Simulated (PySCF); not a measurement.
# [SmF3(NH3)]−: other functionals and bases at one geometry

How far do other levels of theory move the description of [SmF3(NH3)]−, and what does each cost? It is a constructed species; whether it can be made isn't addressed.

The runs use PySCF 2.14.0; several levels, as the steps say, no spin–orbit coupling.

1 further run of the same task is left out (for a known fault of the program).

**1. The starting structure**

8 atoms, charge -1, spin multiplicity 1.

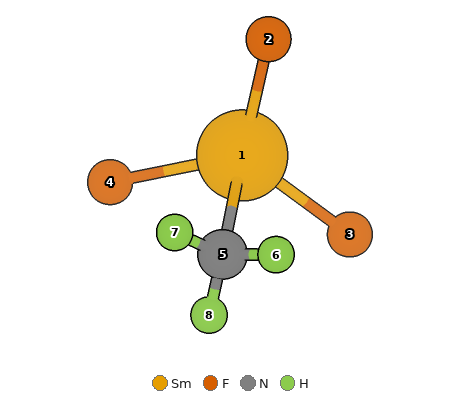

The geometry (samarium amber, fluorine orange, nitrogen grey, hydrogen green); atoms are numbered from 1 in the order of the file.

As a file:

```xyz
8
F3H3NSm
Sm    0.1617   -0.1617    0.1617
F     1.1365    1.6177    1.1365
F    -1.6177   -1.1365    1.1365
F     1.1365   -1.1365   -1.6177
N    -1.4387    1.4387   -1.4387
H    -2.0363    2.0363   -0.8716
H    -0.8716    2.0363   -2.0363
H    -2.0363    0.8716   -2.0363
```

Formal oxidation states: Sm +2. Each metal's 6 4f electrons lie in its core potential, so multiplicities, spins and levels count the valence alone. An earlier session relaxed this geometry at PBE0, Sm lcecp-0-SVP with ECP52, F def2-SVP, N def2-SVP, H def2-SVP (singlet, point group C3v).

At PBE0 on the finer grid: E = -384.551488 Eh, frontier levels not given, since the 4f levels lie in the core, Mulliken charge on Sm1 +0.64 e, largest force component 0.001 eV/Å. 

Levels to run: BLYP; wB97X; PBE0, TZVP. Hardware: 2 threads of Arm Neoverse V1, shared host.

**2. BLYP**

Contents of run.py (the lines that set the calculation):

```python
mol = gto.M(atom='''
Sm     0.16171    -0.16171     0.16171
F      1.13650     1.61772     1.13650
F     -1.61772    -1.13650     1.13650
F      1.13650    -1.13650    -1.61772
N     -1.43875     1.43875    -1.43875
H     -2.03628     2.03628    -0.87158
H     -0.87158     2.03628    -2.03628
H     -2.03628     0.87158    -2.03628''',
    basis={'Sm': 'lcecp-0-SVP', 'F': 'def2-SVP', 'N': 'def2-SVP', 'H': 'def2-SVP'},
    ecp={'Sm': 'lcecp-0-SVP'},
    charge=-1, spin=0)
mf = dft.RKS(mol, xc='BLYP')
mf.grids.atom_grid = (75, 302)  # f atoms: unpruned, at least (60, 302)
mf = mf.density_fit()  # fitting sets: Sm AutoAux, F def2-universal-JKFIT, N def2-universal-JKFIT, H def2-universal-JKFIT
mf.conv_tol = 1e-08; mf.max_cycle = 55
mf.kernel(dm0)  # dm0: the density of the relaxed state
```

The run is started by

```console
OMP_NUM_THREADS=2 python run.py
```

The program printed:

```text
init E= -384.827593774643
cycle= 1 E= -384.831754435616  delta_E= -0.00416  |g|= 0.132  |ddm|= 0.489
cycle= 2 E= -384.81436379424  delta_E= 0.0174  |g|= 0.344  |ddm|= 0.406
cycle= 3 E= -384.835503273601  delta_E= -0.0211  |g|= 0.0225  |ddm|= 0.246
cycle= 4 E= -384.835618058959  delta_E= -0.000115  |g|= 0.00276  |ddm|= 0.0234
cycle= 5 E= -384.835619506239  delta_E= -1.45e-06  |g|= 0.000871  |ddm|= 0.00292
cycle= 6 E= -384.835619672893  delta_E= -1.67e-07  |g|= 0.0001  |ddm|= 0.000914
cycle= 7 E= -384.835619675119  delta_E= -2.23e-09  |g|= 1.99e-05  |ddm|= 0.000106
Extra cycle  E= -384.835619674835  delta_E= 2.84e-10  |g|= 4.53e-05  |ddm|= 5.71e-05
converged SCF energy = -384.835619674835
```

Wall time 5.9 s (2 threads of Arm Neoverse V1, shared host).

It gives: E = -384.835620 Eh, frontier levels not given, since the 4f levels lie in the core, Mulliken charge on Sm1 +0.36 e, largest force component 0.270 eV/Å. 

**3. wB97X**

Edit run.py (the lines that set the calculation) of step 2 so:

```diff
@@ -12,3 +12,3 @@
     charge=-1, spin=0)
-mf = dft.RKS(mol, xc='BLYP')
+mf = dft.RKS(mol, xc='WB97X')
 mf.grids.atom_grid = (75, 302)  # f atoms: unpruned, at least (60, 302)
```

The run is started by

```console
OMP_NUM_THREADS=2 python run.py
```

The program printed:

```text
init E= -384.839721376634
cycle= 1 E= -384.840874648805  delta_E= -0.00115  |g|= 0.0183  |ddm|= 0.0998
cycle= 2 E= -384.84091937306  delta_E= -4.47e-05  |g|= 0.0176  |ddm|= 0.0276
cycle= 3 E= -384.840969943398  delta_E= -5.06e-05  |g|= 0.00274  |ddm|= 0.0127
cycle= 4 E= -384.840973212374  delta_E= -3.27e-06  |g|= 0.000293  |ddm|= 0.00615
cycle= 5 E= -384.840973321061  delta_E= -1.09e-07  |g|= 7.61e-05  |ddm|= 0.00133
cycle= 6 E= -384.840973324944  delta_E= -3.88e-09  |g|= 3e-05  |ddm|= 0.000241
Extra cycle  E= -384.840973325141  delta_E= -1.97e-10  |g|= 2.51e-05  |ddm|= 4.71e-05
converged SCF energy = -384.840973325141
```

Run time: 7 s. Hardware: 2 threads of Arm Neoverse V1, shared host.

Read off: E = -384.840973 Eh, frontier levels not given, since the 4f levels lie in the core, Mulliken charge on Sm1 +0.65 e, largest force component 0.045 eV/Å. 

**4. PBE0, TZVP**

Basis: Sm lcecp-0-TZVP with ECP52, F def2-TZVP, N def2-TZVP, H def2-TZVP. 

Edit run.py (the lines that set the calculation) of step 3 so:

```diff
@@ -9,6 +9,6 @@
 H     -2.03628     0.87158    -2.03628''',
-    basis={'Sm': 'lcecp-0-SVP', 'F': 'def2-SVP', 'N': 'def2-SVP', 'H': 'def2-SVP'},
-    ecp={'Sm': 'lcecp-0-SVP'},
+    basis={'Sm': 'lcecp-0-TZVP', 'F': 'def2-TZVP', 'N': 'def2-TZVP', 'H': 'def2-TZVP'},
+    ecp={'Sm': 'lcecp-0-TZVP'},
     charge=-1, spin=0)
-mf = dft.RKS(mol, xc='WB97X')
+mf = dft.RKS(mol, xc='PBE0')
 mf.grids.atom_grid = (75, 302)  # f atoms: unpruned, at least (60, 302)
@@ -16,2 +16,2 @@
 mf.conv_tol = 1e-08; mf.max_cycle = 55
-mf.kernel(dm0)  # dm0: the density of the relaxed state
+mf.kernel(dm0)  # dm0: free metal ions and neutral atoms
```

The run is started by

```console
OMP_NUM_THREADS=2 python run.py
```

The program printed:

```text
init E= -399.186753207292
cycle= 1 E= -383.127145452511  delta_E= 16.1  |g|= 3.52  |ddm|= 2.97
cycle= 2 E= -382.081952833284  delta_E= 1.05  |g|=  4.6  |ddm|= 3.52
cycle= 3 E= -384.988209729655  delta_E= -2.91  |g|= 0.31  |ddm|= 1.78
cycle= 4 E= -385.007431166631  delta_E= -0.0192  |g|= 0.119  |ddm|= 0.362
cycle= 5 E= -385.009407187834  delta_E= -0.00198  |g|= 0.0556  |ddm|= 0.102
cycle= 6 E= -385.010024095115  delta_E= -0.000617  |g|= 0.00475  |ddm|= 0.032
cycle= 7 E= -385.010027370941  delta_E= -3.28e-06  |g|= 0.0008  |ddm|= 0.0037
cycle= 8 E= -385.010027476439  delta_E= -1.05e-07  |g|= 7.33e-05  |ddm|= 0.000571
cycle= 9 E= -385.010027477617  delta_E= -1.18e-09  |g|= 2.85e-05  |ddm|= 8.77e-05
Extra cycle  E= -385.010027477668  delta_E= -5.06e-11  |g|= 2.71e-05  |ddm|= 5.02e-05
converged SCF energy = -385.010027477668
```

Wall time 16 s (2 threads of Arm Neoverse V1, shared host).

Read off: E = -385.010027 Eh, frontier levels not given, since the 4f levels lie in the core, Mulliken charge on Sm1 +1.12 e, largest force component 0.274 eV/Å. 

**5. Results**

| level | state | charge on Sm1 (e) | dipole (D) | largest force (eV/Å) | basis functions | time |
| --- | --- | --- | --- | --- | --- | --- |
| PBE0 (relaxed here) | singlet | 0.64 | 4.47 | 0.00 | 102 | 15 s |
| BLYP | singlet | 0.36 | 4.46 | 0.27 | 102 | 5.9 s |
| wB97X | singlet | 0.65 | 4.45 | 0.05 | 102 | 7 s |
| PBE0, TZVP | singlet | 1.12 | 4.21 | 0.27 | 189 | 16 s |

Times are on 2 threads of Arm Neoverse V1, shared host; the first row also made further properties. The dipole of a charged species depends on the origin, so these sizes hold for this origin alone.

The largest leftover force, 0.27 eV/Å with PBE0, TZVP, stands at a geometry relaxed at another level. The Mulliken charge on Sm spans +0.36 to +1.12 e over the levels. With 4f in the core, its levels are missing from HOMO and gap. Total energies of different levels can't be compared. Spin–orbit coupling is left out throughout.
